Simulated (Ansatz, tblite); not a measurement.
**MoO2(OH)2 (MoH₂O₄): removing and adding an electron**

Aim: the energy of removing and adding an electron for MoO2(OH)2 (MoH₂O₄), by energy differences, and how well orbital energies stand in for it.

Computed with Ansatz 0.2.0, Gaussian basis. Level: as each input shows.

The runs, in order: charge +1 doublet, at the geometry of the singlet (PBE0-D4/def2-TZVP, PBE-D4/def2-TZVP, r2SCAN-D4/def2-TZVP); charge -1 doublet, at the geometry of the singlet (PBE0-D4/def2-TZVPD, PBE-D4/def2-TZVPD, r2SCAN-D4/def2-TZVPD); the starting singlet's energies come from earlier runs.

4 further runs of the same task are left out: 4 set aside as unsound or not needed. Runs told in other sessions of the task aren't counted.

## 1. The structure

The geometry is that of the singlet, from an earlier relaxation (PBE0-D4/def2-SVP).

7 atoms, charge 0, spin multiplicity 1.

Atoms are counted from 1 here; the program's logs count them from 0.

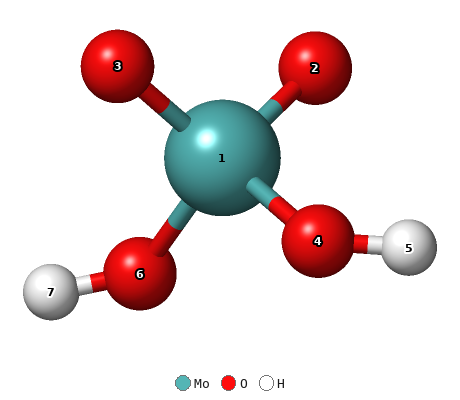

The geometry (molybdenum teal, oxygen red, hydrogen white); atoms are numbered from 1 in the order of the file.

Formally the metal is d0. Mo takes a core potential in the def2 sets. No spin-orbit coupling is included.

## 2. Charge +1 doublet at the fixed geometry, first pass, PBE0-D4/def2-SVP

in.yaml reads:

```yaml
crystal:
  periodic: [false, false, false]
  atoms:
    - {symbol: Mo, position_ang: [0.286251, 0.071994, 0.221820]}
    - {symbol: O, position_ang: [0.178428, 0.616928, 1.800347]}
    - {symbol: O, position_ang: [1.899845, -0.093942, -0.189413]}
    - {symbol: O, position_ang: [-0.504088, 1.305186, -0.931630]}
    - {symbol: H, position_ang: [-1.063538, 2.046622, -0.672070]}
    - {symbol: O, position_ang: [-0.574946, -1.576678, 0.095169]}
    - {symbol: H, position_ang: [-0.221941, -2.370101, -0.324233]}
basis:
  gaussian: {orbitals: def2-SVP}
total_charge: 1
magnetization: {spin_polarized: true, initial_magnetization: 1}
hamiltonian: {xc: pbe0, dispersion: d4}
output: {orbitals: {seedname: orbitals}}
```

Command:

```bash
$ ansatz run in.yaml --threads 4 --pin off --events-out ev --progress --plain --max-ram 3916MiB
```

The log of the run:

```text
Functional definition: PBE0
  name "PBE0"
  cite "Adamo & Barone, J. Chem. Phys. 110, 6158 (1999) doi:10.1063/1.478522"
  cite "Perdew, Burke & Ernzerhof, Phys. Rev. Lett. 77, 3865 (1996) doi:10.1103/PhysRevLett.77.3865"
  parent pbe
  parameter a = 0.25
  parameter kappa = 0.804
  parameter beta = 0.06672455060314922
  exchange = (1 - a)*pbe_x(kappa = kappa, mu = beta*pi^2/3) + a*exact_x
  correlation = pbe_c(beta = beta)
945 factors; integrals over basis functions are off by at most 9.1e-4 eV
mean field evaluation 1: about -10032.7837 eV, gradient 7.7e1 eV
mean field evaluation 2: about -9843.4581 eV, gradient 2.1e2 eV
mean field evaluation 4: about -10038.9866 eV, gradient 5.8e1 eV
mean field evaluation 8: about -10053.7275 eV, gradient 2.2e0 eV
mean field evaluation 16: about -10053.9464 eV, gradient 2.7e-2 eV
mean field evaluation 32: about -10053.9466 eV, gradient 1.5e-4 eV
mean field -10053.94655268 eV, -369.4757210013 hartree, gradient 2.9e-5 eV, S^2 0.809311; 6 other end points of the search recorded, 0 dependent functions left out
reference -10053.94660769 eV, -369.4757230227 hartree; 24, 23 occupied and 73, 74 virtual orbitals, 945 factors
Total energy: -10054.06657255 eV, -369.4801316500 hartree
```

It took 4.8 s on 4 threads of Arm Neoverse V2, shared host.

From the report: HOMO -15.92 eV, LUMO -13.36 eV (over both spins); ⟨S²⟩ 0.809 (pure: 0.75).

## 3. Charge +1 doublet at the fixed geometry, PBE0-D4/def2-TZVP

start.molden holds the orbitals of an earlier run on this state, given as this run's starting guess.

in.yaml, as its differences from that of step 2:

```diff
@@ -11,3 +11,3 @@
 basis:
-  gaussian: {orbitals: def2-SVP}
+  gaussian: {orbitals: def2-TZVP, initial_orbitals: start.molden}
 total_charge: 1
@@ -15,2 +15,3 @@
 hamiltonian: {xc: pbe0, dispersion: d4}
+scf: {omitted_lower_state_checks: [starts]}
 output: {orbitals: {seedname: orbitals}}
```

The command is unchanged.

The log of the run:

```text
Functional definition: PBE0
  name "PBE0"
  cite "Adamo & Barone, J. Chem. Phys. 110, 6158 (1999) doi:10.1063/1.478522"
  cite "Perdew, Burke & Ernzerhof, Phys. Rev. Lett. 77, 3865 (1996) doi:10.1103/PhysRevLett.77.3865"
  parent pbe
  parameter a = 0.25
  parameter kappa = 0.804
  parameter beta = 0.06672455060314922
  exchange = (1 - a)*pbe_x(kappa = kappa, mu = beta*pi^2/3) + a*exact_x
  correlation = pbe_c(beta = beta)
these checks for a lower state are left out or cut short: starts
1070 factors; their error is unknown
mean field evaluation 1: about -10060.2916 eV, gradient 1.3e2 eV
mean field evaluation 2: about -10064.4702 eV, gradient 3.9e0 eV
mean field evaluation 4: about -10064.6182 eV, gradient 2.7e-1 eV
mean field evaluation 8: about -10064.6183 eV, gradient 5.9e-5 eV
mean field -10064.61833944 eV, -369.8679019310 hartree, gradient 1.3e-5 eV, S^2 0.809038; 0 other end points of the search recorded, 0 dependent functions left out
reference -10064.61836867 eV, -369.8679030052 hartree; 24, 23 occupied and 152, 153 virtual orbitals, 1070 factors
Total energy: -10064.73833353 eV, -369.8723116324 hartree
Checks for a lower state left out: starts
```

It took 4.9 s on 4 threads of Arm Neoverse V2, shared host.

From the report: HOMO -15.86 eV, LUMO -13.22 eV (over both spins); ⟨S²⟩ 0.809 (pure: 0.75).

## 4. Charge +1 doublet at the fixed geometry, PBE-D4/def2-TZVP

in.yaml, as its differences from that of step 3:

```diff
@@ -14,3 +14,3 @@
 magnetization: {spin_polarized: true, initial_magnetization: 1}
-hamiltonian: {xc: pbe0, dispersion: d4}
+hamiltonian: {xc: pbe, dispersion: d4}
 scf: {omitted_lower_state_checks: [starts]}
```

Launched as before.

The log of the run:

```text
Functional definition: PBE
  name "PBE"
  cite "Perdew, Burke & Ernzerhof, Phys. Rev. Lett. 77, 3865 (1996) doi:10.1103/PhysRevLett.77.3865"
  parent pbe
  parameter kappa = 0.804
  parameter beta = 0.06672455060314922
  exchange = pbe_x(kappa = kappa, mu = beta*pi^2/3)
  correlation = pbe_c(beta = beta)
these checks for a lower state are left out or cut short: starts
1000 factors; their error is unknown
mean field evaluation 1: about -10067.0506 eV, gradient 7.8e0 eV
mean field evaluation 2: about -10067.2969 eV, gradient 4.4e-1 eV
mean field evaluation 4: about -10067.3271 eV, gradient 1.0e0 eV
mean field evaluation 8: about -10067.3424 eV, gradient 2.8e-3 eV
mean field evaluation 16: about -10067.3424 eV, gradient 2.1e-5 eV
mean field -10067.34244491 eV, -369.9680109607 hartree, gradient 2.1e-5 eV, S^2 0.761232; 0 other end points of the search recorded, 0 dependent functions left out
reference -10067.34248773 eV, -369.9680125342 hartree; 24, 23 occupied and 152, 153 virtual orbitals, 1000 factors
Total energy: -10067.48527107 eV, -369.9732597253 hartree
Checks for a lower state left out: starts
```

It took 3.8 s on 4 threads of Arm Neoverse V2, shared host.

Report: HOMO -14.45 eV, LUMO -14.29 eV (over both spins); ⟨S²⟩ 0.761 (pure: 0.75).

## 5. Charge +1 doublet at the fixed geometry, r2SCAN-D4/def2-TZVP

in.yaml, as its differences from that of step 4:

```diff
@@ -14,3 +14,3 @@
 magnetization: {spin_polarized: true, initial_magnetization: 1}
-hamiltonian: {xc: pbe, dispersion: d4}
+hamiltonian: {xc: r2scan, dispersion: d4}
 scf: {omitted_lower_state_checks: [starts]}
```

Launched as before.

The log of the run:

```text
Functional definition: r2SCAN
  name "r2SCAN"
  cite "Furness, Kaplan, Ning, Perdew & Sun, J. Phys. Chem. Lett. 11, 8208 (2020) doi:10.1021/acs.jpclett.0c02405"
  cite "Furness, Kaplan, Ning, Perdew & Sun, J. Phys. Chem. Lett. 11, 9248 (2020) doi:10.1021/acs.jpclett.0c03077"
  parent r2scan
  parameter k0 = 0.174
  parameter k1 = 0.065
  parameter a1 = 4.9479
  exchange = r2scan_x(k0 = k0, k1 = k1, a1 = a1)
  correlation = r2scan_c
these checks for a lower state are left out or cut short: starts
1000 factors; their error is unknown
mean field evaluation 1: about -10071.5536 eV, gradient 4.4e0 eV
mean field evaluation 2: about -10071.6344 eV, gradient 1.2e-1 eV
mean field evaluation 4: about -10071.6290 eV, gradient 7.7e-2 eV
mean field evaluation 8: about -10071.6291 eV, gradient 1.3e-5 eV
mean field -10071.62908756 eV, -370.1255421725 hartree, gradient 9.4e-6 eV, S^2 0.786382; 0 other end points of the search recorded, 0 dependent functions left out
reference -10071.62909970 eV, -370.1255426184 hartree; 24, 23 occupied and 152, 153 virtual orbitals, 1000 factors
Total energy: -10071.66185534 eV, -370.1267463661 hartree
Checks for a lower state left out: starts
```

Wall time 8 s (4 threads of Arm Neoverse V2, shared host).

Report: HOMO -14.66 eV, LUMO -14.15 eV (over both spins); ⟨S²⟩ 0.786 (pure: 0.75).

## 6. Vertical ionisation energy

Charged state less starting state, singlet to doublet; the starting state's energies are those of its earlier runs.

```csv
level,vertical ionisation energy (eV),time
PBE-D4/def2-TZVP,+10.98,5.3 s
r2SCAN-D4/def2-TZVP,+11.10,11 s
PBE0-D4/def2-TZVP,+11.23,6.8 s
```

Times add the two runs; a level without a time comes out of a correlated run.

Beside −ε(HOMO) of the starting state:

```csv
level,−ε(HOMO) (eV),by difference (eV),mismatch (eV)
PBE-D4/def2-TZVP,7.50,10.98,-3.47
r2SCAN-D4/def2-TZVP,7.89,11.10,-3.21
PBE0-D4/def2-TZVP,9.17,11.23,-2.06
```

## 7. Charge -1 doublet at the fixed geometry, first pass, PBE0-D4/def2-SVP

in.yaml, as its differences from that of step 5:

```diff
@@ -11,7 +11,6 @@
 basis:
-  gaussian: {orbitals: def2-TZVP, initial_orbitals: start.molden}
-total_charge: 1
+  gaussian: {orbitals: def2-SVP}
+total_charge: -1
 magnetization: {spin_polarized: true, initial_magnetization: 1}
-hamiltonian: {xc: r2scan, dispersion: d4}
-scf: {omitted_lower_state_checks: [starts]}
+hamiltonian: {xc: pbe0, dispersion: d4}
 output: {orbitals: {seedname: orbitals}}
```

The command is unchanged.

The log of the run (excerpt; [...] marks lines left out):

```text
Functional definition: PBE0
  name "PBE0"
  cite "Adamo & Barone, J. Chem. Phys. 110, 6158 (1999) doi:10.1063/1.478522"
  cite "Perdew, Burke & Ernzerhof, Phys. Rev. Lett. 77, 3865 (1996) doi:10.1103/PhysRevLett.77.3865"
  parent pbe
[...]
945 factors; integrals over basis functions are off by at most 9.1e-4 eV
[...]
mean field -10064.96964172 eV, -369.8808120519 hartree, gradient 7.1e-6 eV, S^2 0.753182; 6 other end points of the search recorded, 0 dependent functions left out
reference -10064.96968956 eV, -369.8808138099 hartree; 25, 24 occupied and 72, 73 virtual orbitals, 945 factors
Total energy: -10065.12940784 eV, -369.8866833485 hartree
```

It took 6 s on 4 threads of Arm Neoverse V2, shared host.

Report: HOMO 2.52 eV, LUMO 4.53 eV (over both spins); ⟨S²⟩ 0.753 (pure: 0.75). Doubts: highest occupied level lies above zero.

## 8. Charge -1 doublet at the fixed geometry, PBE0-D4/def2-TZVPD

in.yaml, as its differences from that of step 7:

```diff
@@ -11,3 +11,3 @@
 basis:
-  gaussian: {orbitals: def2-SVP}
+  gaussian: {orbitals: def2-TZVPD, initial_orbitals: start.molden}
 total_charge: -1
@@ -15,2 +15,3 @@
 hamiltonian: {xc: pbe0, dispersion: d4}
+scf: {omitted_lower_state_checks: [starts]}
 output: {orbitals: {seedname: orbitals}}
```

The command is unchanged.

The log of the run (excerpt; [...] marks lines left out):

```text
Functional definition: PBE0
  name "PBE0"
  cite "Adamo & Barone, J. Chem. Phys. 110, 6158 (1999) doi:10.1063/1.478522"
  cite "Perdew, Burke & Ernzerhof, Phys. Rev. Lett. 77, 3865 (1996) doi:10.1103/PhysRevLett.77.3865"
  parent pbe
[...]
1216 factors; their error is unknown
[...]
mean field -10076.11680658 eV, -370.2904628044 hartree, gradient 5.8e-6 eV, S^2 0.753683; 0 other end points of the search recorded, 0 dependent functions left out
reference -10076.11684822 eV, -370.2904643349 hartree; 25, 24 occupied and 193, 194 virtual orbitals, 1216 factors
Total energy: -10076.27656650 eV, -370.2963338734 hartree
Checks for a lower state left out: starts
```

Wall time 16 s (4 threads of Arm Neoverse V2, shared host); peak memory 0.95 GiB.

HOMO 1.75 eV, LUMO 3.23 eV (over both spins); ⟨S²⟩ 0.754 (pure: 0.75). Doubts: highest occupied level lies above zero.

## 9. Charge -1 doublet at the fixed geometry, PBE-D4/def2-TZVPD

in.yaml, as its differences from that of step 8:

```diff
@@ -14,3 +14,3 @@
 magnetization: {spin_polarized: true, initial_magnetization: 1}
-hamiltonian: {xc: pbe0, dispersion: d4}
+hamiltonian: {xc: pbe, dispersion: d4}
 scf: {omitted_lower_state_checks: [starts]}
```

Launched as before.

The log of the run:

```text
Functional definition: PBE
  name "PBE"
  cite "Perdew, Burke & Ernzerhof, Phys. Rev. Lett. 77, 3865 (1996) doi:10.1103/PhysRevLett.77.3865"
  parent pbe
  parameter kappa = 0.804
  parameter beta = 0.06672455060314922
  exchange = pbe_x(kappa = kappa, mu = beta*pi^2/3)
  correlation = pbe_c(beta = beta)
these checks for a lower state are left out or cut short: starts
1146 factors; their error is unknown
mean field evaluation 1: about -10078.1213 eV, gradient 7.8e0 eV
mean field evaluation 2: about -10078.4359 eV, gradient 8.5e-1 eV
mean field evaluation 4: about -10078.5233 eV, gradient 1.1e-1 eV
mean field evaluation 8: about -10078.5155 eV, gradient 1.1e-4 eV
mean field evaluation 16: about -10078.5155 eV, gradient 1.0e-5 eV
mean field -10078.51546354 eV, -370.3786118219 hartree, gradient 1.0e-5 eV, S^2 0.751133; 0 other end points of the search recorded, 0 dependent functions left out
reference -10078.51551105 eV, -370.3786135679 hartree; 25, 24 occupied and 193, 194 virtual orbitals, 1146 factors
Total energy: -10078.70526090 eV, -370.3855867464 hartree
Checks for a lower state left out: starts
```

Wall time 6.5 s (4 threads of Arm Neoverse V2, shared host).

From the report: HOMO 2.00 eV, LUMO 2.30 eV (over both spins); ⟨S²⟩ 0.751 (pure: 0.75). Doubts: highest occupied level lies above zero.

## 10. Charge -1 doublet at the fixed geometry, r2SCAN-D4/def2-TZVPD

in.yaml, as its differences from that of step 9:

```diff
@@ -14,3 +14,3 @@
 magnetization: {spin_polarized: true, initial_magnetization: 1}
-hamiltonian: {xc: pbe, dispersion: d4}
+hamiltonian: {xc: r2scan, dispersion: d4}
 scf: {omitted_lower_state_checks: [starts]}
```

Same command.

The log of the run (excerpt; [...] marks lines left out):

```text
Functional definition: r2SCAN
  name "r2SCAN"
  cite "Furness, Kaplan, Ning, Perdew & Sun, J. Phys. Chem. Lett. 11, 8208 (2020) doi:10.1021/acs.jpclett.0c02405"
  cite "Furness, Kaplan, Ning, Perdew & Sun, J. Phys. Chem. Lett. 11, 9248 (2020) doi:10.1021/acs.jpclett.0c03077"
  parent r2scan
[...]
1146 factors; their error is unknown
[...]
mean field -10082.84237357 eV, -370.5376228328 hartree, gradient 4.7e-6 eV, S^2 0.752996; 0 other end points of the search recorded, 0 dependent functions left out
reference -10082.84240410 eV, -370.5376239548 hartree; 25, 24 occupied and 193, 194 virtual orbitals, 1146 factors
Total energy: -10082.88681458 eV, -370.5392560098 hartree
Checks for a lower state left out: starts
```

It took 25 s on 4 threads of Arm Neoverse V2, shared host; peak memory 0.67 GiB.

Report: HOMO 2.04 eV, LUMO 2.47 eV (over both spins); ⟨S²⟩ 0.753 (pure: 0.75). Doubts: highest occupied level lies above zero.

## 11. Vertical electron affinity

Starting state less charged state (positive: the electron is bound), singlet to doublet; the starting state's energies are those of its earlier runs.

```csv
level,vertical electron affinity (eV),time
PBE-D4/def2-TZVPD,+0.11,8.7 s
r2SCAN-D4/def2-TZVPD,+0.01,29 s
PBE0-D4/def2-TZVPD,+0.18,18 s
```

Times add the two runs; a level without a time comes out of a correlated run.

Beside −ε(LUMO) of the starting state:

```csv
level,−ε(LUMO) (eV),by difference (eV),mismatch (eV)
PBE-D4/def2-TZVPD,2.96,0.11,+2.85
r2SCAN-D4/def2-TZVPD,2.89,0.01,+2.88
PBE0-D4/def2-TZVPD,2.20,0.18,+2.02
```

## 12. What came out

| quantity | value |
| --- | --- |
| vertical ionisation energy, functionals in def2-TZVP | 10.98 (PBE-D4) to 11.23 eV (PBE0-D4) |
| vertical electron affinity, functionals in def2-TZVPD | 0.01 (r2SCAN-D4) to 0.18 eV (PBE0-D4) |

The vertical ionisation energy spans 10.98 to 11.23 eV over the functionals. −ε(HOMO) misses the level's own difference by -2.06 eV at best (PBE0-D4) and -3.47 eV at worst (PBE-D4). The vertical electron affinity spans 0.01 to 0.18 eV over the functionals. The anion's highest level lies above zero where self-interaction lifts it, so diffuse functions weigh on these values. −ε(LUMO) misses the level's own difference by +2.02 eV at best (PBE0-D4) and +2.88 eV at worst (r2SCAN-D4). The charged states' spins were chosen beforehand and needn't be their lowest.

The anion's highest level is positive in at least one run, so there the basis alone may hold the extra electron.
